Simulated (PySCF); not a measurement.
Ni(OH2)6, SMILES [OH2]->[Ni+2](<-[OH2])(<-[OH2])(<-[OH2])(<-[OH2])<-[OH2] (H12NiO6 (cation, charge +2)), triplet at its GFN2-xTB optimised geometry (Å):

```
19

Ni     0.0001    -0.0001     0.0000
O      0.0652     2.1284    -0.0494
H      0.1477     2.6059     0.7865
H     -0.5319     2.6488    -0.6021
O     -0.0647    -0.1105    -2.1261
H      0.4800     0.4558    -2.6876
H     -0.9270    -0.1727    -2.5574
O     -2.1298    -0.0006    -0.0004
H     -2.5893    -0.8502    -0.0234
H     -2.6449     0.5715     0.5827
O      2.1301    -0.0001     0.0000
H      2.5900     0.8494     0.0208
H      2.6449    -0.5739    -0.5817
O      0.0651     0.1111     2.1260
H     -0.4797    -0.4546     2.6880
H      0.9274     0.1737     2.5573
O     -0.0647    -2.1285     0.0492
H      0.5307    -2.6488     0.6038
H     -0.1445    -2.6062    -0.7869
```

Calculation: unrestricted PBE0/def2-SVP run with PySCF.

Map of the electrostatic potential (hartree/e), clipped to [0.15, 0.48] on the plane z = 0.6 Å:

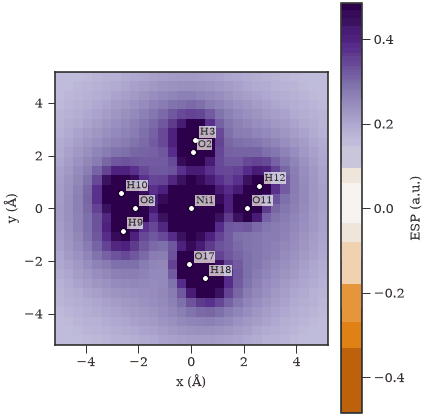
*Electrostatic potential (hartree/e), clipped to [0.15, 0.48] on the plane z = 0.6 Å.*
